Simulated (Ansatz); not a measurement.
**NO+ (singlet): correlated methods under varied settings at distance N1–O2 = 0.845 Å**

What do other methods and options give for NO+ (singlet) at this geometry, and how long do they take?

The runs use Ansatz 0.2.0, Gaussian basis; the settings change from run to run.

36 further runs of the same task are left out: 11 for a known fault of the program, 16 that didn't finish, 9 set aside as unsound or not needed. Runs told in other sessions of the task aren't counted.

## 1. What is computed

The geometry derives from a PBE0/def2-TZVP stationary point (not a proven minimum). One bond is set to the value named and the two fragments are kept rigid.

2 atoms, charge 1, spin multiplicity 1.

Atoms are counted from 1 here; the program's logs count them from 0.

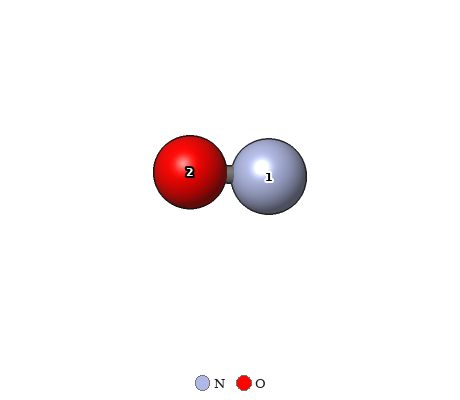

The structure; nitrogen light blue, oxygen red; atoms are numbered from 1 in the order of the file.

## 2. CISD/STO-3G

Contents of in.yaml:

```yaml
crystal:
  periodic: [false, false, false]
  atoms:
    - {symbol: N, position_ang: [0.000000, 0.000000, 0.000000]}
    - {symbol: O, position_ang: [0.000000, 0.000000, 0.845000]}
basis:
  gaussian: {orbitals: STO-3G}
total_charge: 1
correlation: {active_space: {ras: {orbitals: [7, 0, 3], electrons: 14, max_holes: 2, max_particles: 2}, fixed_orbitals: true}}
accuracy: high
output: {forces: true}
```

Started as:

```console
$ ansatz run in.yaml --threads 1 --pin off --events-out ev --progress --plain --max-ram 2393MiB
```

Log:

```text
Functional definition: HF
  name "HF"
  cite "Fock, Z. Phys. 61, 126 (1930) doi:10.1007/BF01340294"
  parent pbe
  exchange = exact_x
  correlation = 0
150 factors; integrals over basis functions are off by at most 3.3e-8 eV
mean field evaluation 1: about -3446.7635 eV, gradient 8.9e0 eV
mean field evaluation 2: about -3446.7769 eV, gradient 8.9e0 eV
mean field evaluation 4: about -3446.9680 eV, gradient 5.4e-1 eV
mean field evaluation 8: about -3446.9685 eV, gradient 1.2e-7 eV
mean field -3446.96853833 eV, -126.6737573444 hartree, gradient 1.3e-8 eV, S^2 0.000000; 0 other end points of the search recorded, 0 dependent functions left out
reference -3446.96853833 eV, -126.6737573444 hartree; 7, 7 occupied and 3, 3 virtual orbitals, 150 factors
state -3449.76772000 eV, -126.7766253736 hartree
the calculation of the forces begins
Total energy: -3449.76772000 eV, -126.7766253736 hartree
Atom 0 at     0.000000     0.000000     0.000000 Å, force     0.000000    -0.000000  -144.893912 eV/Å
Atom 1 at     0.000000     0.000000     0.845000 Å, force    -0.000000     0.000000   144.893912 eV/Å
Dipole moment:     0.000000    -0.000000     0.001731 e Å
```

It took 0.06 s on 1 thread of Arm Neoverse V2, shared host.

From the report: 162 determinants.

## 3. CASCI(4,6)/6-31G*

Contents of in.yaml:

```yaml
crystal:
  periodic: [false, false, false]
  atoms:
    - {symbol: N, position_ang: [0.000000, 0.000000, 0.000000]}
    - {symbol: O, position_ang: [0.000000, 0.000000, 0.845000]}
basis:
  gaussian: {orbitals: "6-31G*"}
total_charge: 1
correlation: {active_space: {window: {electrons: 4, orbitals: 6}, fixed_orbitals: true}}
```

Same command.

Log:

```text
Functional definition: HF
  name "HF"
  cite "Fock, Z. Phys. 61, 126 (1930) doi:10.1007/BF01340294"
  parent pbe
  exchange = exact_x
  correlation = 0
263 factors; integrals over basis functions are off by at most 2.2e-4 eV
mean field evaluation 1: about -3499.8791 eV, gradient 2.5e1 eV
mean field evaluation 2: about -3499.8924 eV, gradient 2.5e1 eV
mean field evaluation 4: about -3500.7103 eV, gradient 1.8e0 eV
mean field evaluation 8: about -3500.7153 eV, gradient 7.1e-5 eV
mean field -3500.71528350 eV, -128.6489137987 hartree, gradient 2.5e-6 eV, S^2 0.000000; 0 other end points of the search recorded, 0 dependent functions left out
reference -3500.71528350 eV, -128.6489137987 hartree; 7, 7 occupied and 23, 23 virtual orbitals, 263 factors
state -3501.30795763 eV, -128.6706941710 hartree
WARN: the results are in doubt because the space or a class takes a part of the degenerate orbitals at -36.3511 eV
Total energy: -3501.30795763 eV, -128.6706941710 hartree
In doubt: the space or a class takes a part of the degenerate orbitals at -36.3511 eV
```

Wall time 0.09 s (1 thread of Arm Neoverse V2, shared host).

From the report: 65 determinants; active occupations 1.99, 1.98, 0.02, 0.01, 0.00, 0.00. The program marks this result as in doubt; its last lines say why.

## 4. CCSD(T) on UHF/6-31G

Contents of in.yaml:

```yaml
crystal:
  periodic: [false, false, false]
  atoms:
    - {symbol: N, position_ang: [0.000000, 0.000000, 0.000000]}
    - {symbol: O, position_ang: [0.000000, 0.000000, 0.845000]}
basis:
  gaussian: {orbitals: 6-31G, point_charges: [{charge: 1.00, position_ang: [3.997, -0.279, -0.177]}]}
total_charge: 1
magnetization: {spin_polarized: true, initial_magnetization: 0}
correlation: {method: ccsd_t, electrons: valence}
```

Same command.

Log, cut to the lines that bear on the results:

```text
Functional definition: HF
  name "HF"
  cite "Fock, Z. Phys. 61, 126 (1930) doi:10.1007/BF01340294"
  parent pbe
[...]
213 factors; integrals over basis functions are off by at most 9.3e-5 eV
[...]
mean field -3493.85121135 eV, -128.3966637998 hartree, gradient 2.2e-6 eV, S^2 0.000000; 0 other end points of the search recorded, 0 dependent functions left out
2 core orbitals not correlated: weight in the atoms' cores, before any rotation towards them, 1.000 or more for the frozen orbitals, at most 0.000 for the correlated occupied ones
reference -3493.85121135 eV, -128.3966637998 hartree; 5, 5 occupied and 11, 11 virtual orbitals, 213 factors
second order -5.20936475 eV of doubles, -0.00000000 eV of singles
cycle   1  -5.03491205 eV  change    1.7e-1 eV  update   4.9e-2
[...]
cycle   7  -5.21024668 eV  change   -7.9e-6 eV  update   8.9e-6
perturbative correction -0.10496138 eV, -0.0038572594 hartree
Total energy: -3499.16641941 eV, -128.5919940931 hartree
```

It took 0.12 s on 1 thread of Arm Neoverse V2, shared host.

From the report: ⟨S²⟩ of the determinant 0.000 (pure singlet: 0.00); correlation -5.3152 eV; T1 0.009; largest double amplitude 0.07.

## 5. HF/def2-SVPD

Contents of in.yaml:

```yaml
crystal:
  periodic: [false, false, false]
  atoms:
    - {symbol: N, position_ang: [0.000000, 0.000000, 0.000000]}
    - {symbol: O, position_ang: [0.000000, 0.000000, 0.845000]}
basis:
  gaussian: {orbitals: def2-SVPD}
total_charge: 1
magnetization: {spin_polarized: true, initial_magnetization: 0}
hamiltonian: {xc: hf}
output: {forces: true, orbitals: {seedname: orbitals}}
```

Same command.

Log:

```text
Functional definition: HF
  name "HF"
  cite "Fock, Z. Phys. 61, 126 (1930) doi:10.1007/BF01340294"
  parent pbe
  exchange = exact_x
  correlation = 0
417 factors; integrals over basis functions are off by at most 4.5e-4 eV
mean field evaluation 1: about -3497.5410 eV, gradient 1.8e1 eV
mean field evaluation 2: about -3497.5625 eV, gradient 1.8e1 eV
mean field evaluation 4: about -3498.5083 eV, gradient 1.3e0 eV
mean field evaluation 8: about -3498.5137 eV, gradient 2.0e-4 eV
mean field -3498.51372034 eV, -128.5680078445 hartree, gradient 1.9e-5 eV, S^2 0.000000; 0 other end points of the search recorded, 0 dependent functions left out
the calculation of the forces begins
reference -3498.51372034 eV, -128.5680078445 hartree; 7, 7 occupied and 36, 36 virtual orbitals, 417 factors
Total energy: -3498.51372034 eV, -128.5680078445 hartree
Atom 0 at     0.000000     0.000000     0.000000 Å, force     0.000000     0.000000   -88.602151 eV/Å
Atom 1 at     0.000000     0.000000     0.845000 Å, force    -0.000000    -0.000000    88.602151 eV/Å
Dipole moment:    -0.000000     0.000000    -0.003103 e Å
```

It took 0.18 s on 1 thread of Arm Neoverse V2, shared host.

From the report: ⟨S²⟩ of the determinant 0.000 (pure singlet: 0.00).

## 6. BCCD(T) on UHF/6-31G

Contents of in.yaml:

```yaml
crystal:
  periodic: [false, false, false]
  atoms:
    - {symbol: N, position_ang: [0.000000, 0.000000, 0.000000]}
    - {symbol: O, position_ang: [0.000000, 0.000000, 0.845000]}
basis:
  gaussian: {orbitals: 6-31G}
total_charge: 1
magnetization: {spin_polarized: true, initial_magnetization: 0}
correlation: {method: bccd_t, electrons: outside_noble_gas}
output: {forces: true}
```

The command is unchanged.

Log, cut to the lines that bear on the results:

```text
Functional definition: HF
  name "HF"
  cite "Fock, Z. Phys. 61, 126 (1930) doi:10.1007/BF01340294"
  parent pbe
[...]
213 factors; integrals over basis functions are off by at most 9.3e-5 eV
[...]
mean field -3497.41593459 eV, -128.5276649625 hartree, gradient 2.1e-6 eV, S^2 0.000000; 0 other end points of the search recorded, 0 dependent functions left out
2 core orbitals not correlated: weight in the atoms' cores, before any rotation towards them, 1.000 or more for the frozen orbitals, at most 0.000 for the correlated occupied ones
reference -3497.41593459 eV, -128.5276649625 hartree; 5, 5 occupied and 11, 11 virtual orbitals, 213 factors
second order -5.20274616 eV of doubles, -0.00000000 eV of singles
cycle   1  -5.02687572 eV  change    1.8e-1 eV  update   4.9e-2
[...]
cycle   8  -5.19721645 eV  change   -2.5e-6 eV  update   1.9e-6
perturbative correction -0.11324912 eV, -0.0041618286 hartree
[...]
Total energy: -3502.72640017 eV, -128.7228209730 hartree
Atom 0 at     0.000000     0.000000     0.000000 Å, force    -0.000000     0.000000  -100.331173 eV/Å
Atom 1 at     0.000000     0.000000     0.845000 Å, force     0.000000     0.000000   100.331173 eV/Å
Dipole moment:    -0.000000    -0.000000    -0.001452 e Å
```

It took 0.42 s on 1 thread of Arm Neoverse V2, shared host.

From the report: ⟨S²⟩ of the determinant 0.000 (pure singlet: 0.00); correlation -5.3105 eV; largest double amplitude 0.07.

## 7. CISD/6-31G*

Contents of in.yaml:

```yaml
crystal:
  periodic: [false, false, false]
  atoms:
    - {symbol: N, position_ang: [0.000000, 0.000000, 0.000000]}
    - {symbol: O, position_ang: [0.000000, 0.000000, 0.845000]}
basis:
  gaussian: {orbitals: "6-31G*"}
total_charge: 1
hamiltonian: {pseudopotentials: {relativity: scalar}}
correlation: {active_space: {ras: {orbitals: [7, 0, 23], electrons: 14, max_holes: 2, max_particles: 2}, fixed_orbitals: true}}
```

Launched as before.

Log:

```text
Functional definition: HF
  name "HF"
  cite "Fock, Z. Phys. 61, 126 (1930) doi:10.1007/BF01340294"
  parent pbe
  exchange = exact_x
  correlation = 0
263 factors; integrals over basis functions are off by at most 2.2e-4 eV
mean field evaluation 1: about -3501.9866 eV, gradient 2.5e1 eV
mean field evaluation 2: about -3501.9999 eV, gradient 2.5e1 eV
mean field evaluation 4: about -3502.8190 eV, gradient 1.8e0 eV
mean field evaluation 8: about -3502.8240 eV, gradient 7.1e-5 eV
mean field -3502.82397112 eV, -128.7264066391 hartree, gradient 2.5e-6 eV, S^2 0.000000; 0 other end points of the search recorded, 0 dependent functions left out
reference -3502.82397112 eV, -128.7264066391 hartree; 7, 7 occupied and 23, 23 virtual orbitals, 263 factors
state -3509.94841005 eV, -128.9882249410 hartree
Total energy: -3509.94841005 eV, -128.9882249410 hartree
Relativity: scalar
```

Run time: 0.72 s. Hardware: 1 thread of Arm Neoverse V2, shared host.

From the report: 10,558 determinants.

## 8. CISD/6-31G

Contents of in.yaml:

```yaml
crystal:
  periodic: [false, false, false]
  atoms:
    - {symbol: N, position_ang: [0.000000, 0.000000, 0.000000]}
    - {symbol: O, position_ang: [0.000000, 0.000000, 0.845000]}
basis:
  gaussian: {orbitals: 6-31G, point_charges: [{charge: 0.50, position_ang: [3.188, 0.677, -0.371]}]}
total_charge: 1
correlation: {active_space: {ras: {orbitals: [7, 0, 11], electrons: 14, max_holes: 2, max_particles: 2}, fixed_orbitals: true}}
output: {forces: true}
```

Same command.

Log:

```text
Functional definition: HF
  name "HF"
  cite "Fock, Z. Phys. 61, 126 (1930) doi:10.1007/BF01340294"
  parent pbe
  exchange = exact_x
  correlation = 0
213 factors; integrals over basis functions are off by at most 9.3e-5 eV
mean field evaluation 1: about -3494.3740 eV, gradient 2.3e1 eV
mean field evaluation 2: about -3494.4538 eV, gradient 2.3e1 eV
mean field evaluation 4: about -3495.2533 eV, gradient 1.4e0 eV
mean field evaluation 8: about -3495.2570 eV, gradient 3.6e-4 eV
mean field -3495.25704011 eV, -128.4483270537 hartree, gradient 4.1e-6 eV, S^2 0.000000; 0 other end points of the search recorded, 0 dependent functions left out
reference -3495.25704011 eV, -128.4483270537 hartree; 7, 7 occupied and 11, 11 virtual orbitals, 213 factors
state -3500.28390421 eV, -128.6330609021 hartree
the calculation of the forces begins
Total energy: -3500.28390421 eV, -128.6330609021 hartree
Atom 0 at     0.000000     0.000000     0.000000 Å, force    -0.253716    -0.053879   -98.964226 eV/Å
Atom 1 at     0.000000     0.000000     0.845000 Å, force    -0.356740    -0.075757    99.129824 eV/Å
Dipole moment:    -0.024034    -0.005104     0.006063 e Å
```

Run time: 0.33 s. Hardware: 1 thread of Arm Neoverse V2, shared host.

From the report: 8,394 determinants.

## 9. MP2 on RHF/pcseg-2

Contents of in.yaml:

```yaml
crystal:
  periodic: [false, false, false]
  atoms:
    - {symbol: N, position_ang: [0.000000, 0.000000, 0.000000]}
    - {symbol: O, position_ang: [0.000000, 0.000000, 0.845000]}
basis:
  gaussian: {orbitals: pcseg-2}
total_charge: 1
magnetization: {spin_polarized: false}
correlation: {method: mp2, electrons: valence}
```

Launched as before.

Log:

```text
Functional definition: HF
  name "HF"
  cite "Fock, Z. Phys. 61, 126 (1930) doi:10.1007/BF01340294"
  parent pbe
  exchange = exact_x
  correlation = 0
373 factors; integrals over basis functions are off by at most 1.2e-3 eV
mean field evaluation 1: about -3502.2807 eV, gradient 3.3e1 eV
mean field evaluation 2: about -3502.2827 eV, gradient 3.3e1 eV
mean field evaluation 4: about -3503.5844 eV, gradient 2.8e0 eV
mean field evaluation 8: about -3503.5956 eV, gradient 7.2e-6 eV
mean field -3503.59558471 eV, -128.7547629156 hartree, gradient 1.0e-6 eV, S^2 0.000000; 0 other end points of the search recorded, 0 dependent functions left out
2 core orbitals not correlated: weight in the atoms' cores, before any rotation towards them, 1.000 or more for the frozen orbitals, at most 0.000 for the correlated occupied ones
reference -3503.59558471 eV, -128.7547629156 hartree; 5, 5 occupied and 53, 53 virtual orbitals, 373 factors
second order -9.04064058 eV of doubles, -0.00000000 eV of singles
Total energy: -3512.63622529 eV, -129.0870003290 hartree
```

It took 0.18 s on 1 thread of Arm Neoverse V2, shared host.

## 10. MP2 on RHF/cc-pVDZ

in.yaml, as its differences from that of step 9:

```diff
@@ -6,5 +6,5 @@
 basis:
-  gaussian: {orbitals: pcseg-2}
+  gaussian: {orbitals: cc-pVDZ}
 total_charge: 1
 magnetization: {spin_polarized: false}
-correlation: {method: mp2, electrons: valence}
+correlation: {method: mp2, electrons: outside_noble_gas}
```

Same command.

Log:

```text
Functional definition: HF
  name "HF"
  cite "Fock, Z. Phys. 61, 126 (1930) doi:10.1007/BF01340294"
  parent pbe
  exchange = exact_x
  correlation = 0
265 factors; integrals over basis functions are off by at most 7.3e-4 eV
mean field evaluation 1: about -3500.9339 eV, gradient 2.4e1 eV
mean field evaluation 2: about -3500.9455 eV, gradient 2.4e1 eV
mean field evaluation 4: about -3501.7533 eV, gradient 1.6e0 eV
mean field evaluation 8: about -3501.7578 eV, gradient 7.2e-5 eV
mean field -3501.75775897 eV, -128.6872240654 hartree, gradient 2.8e-6 eV, S^2 0.000000; 0 other end points of the search recorded, 0 dependent functions left out
2 core orbitals not correlated: weight in the atoms' cores, before any rotation towards them, 1.000 or more for the frozen orbitals, at most 0.000 for the correlated occupied ones
reference -3501.75775897 eV, -128.6872240654 hartree; 5, 5 occupied and 21, 21 virtual orbitals, 265 factors
second order -7.21587327 eV of doubles, -0.00000000 eV of singles
Total energy: -3508.97363224 eV, -128.9524025169 hartree
```

Wall time 0.09 s (1 thread of Arm Neoverse V2, shared host).

## 11. All runs side by side

Where basis and cores are those of an earlier FCI/6-31G run (-3502.7528 eV), and the records show the same count of frozen orbitals and kind of state, the miss against it is given; a blank cell means that this couldn't be shown. † marks a result that the program doubts.

| level | correlated | functions | energy (eV) | from FCI (meV) | time |
| --- | --- | --- | --- | --- | --- |
| CISD/STO-3G | all | 10 | -3449.7677 |  | 0.06 s |
| CASCI(4,6)/6-31G* † |  | 30 | -3501.3080 |  | 0.09 s |
| CCSD(T) on UHF/6-31G (beside a point charge) | valence | 18 | -3499.1664 |  | 0.12 s |
| HF/def2-SVPD |  | 43 | -3498.5137 |  | 0.18 s |
| BCCD(T) on UHF/6-31G | outside noble gas | 18 | -3502.7264 | 26.4 | 0.42 s |
| CISD/6-31G* (relativity set) | all | 30 | -3509.9484 |  | 0.72 s |
| CISD/6-31G (beside a point charge) | all | 18 | -3500.2839 |  | 0.33 s |
| MP2 on RHF/pcseg-2 | valence | 60 | -3512.6362 |  | 0.18 s |
| MP2 on RHF/cc-pVDZ | outside noble gas | 28 | -3508.9736 |  | 0.09 s |

## 12. What came out

```
quantity                                 value
    runs                                     9
quickest                   CISD/STO-3G, 0.06 s
 slowest  CISD/6-31G* (relativity set), 0.72 s
```

In words: Total energies in different bases, with other cores or another treatment of relativity can't be set against each other. CISD/6-31G* (relativity set) took 12 times as long as CISD/STO-3G; the jobs differ in more than the method.
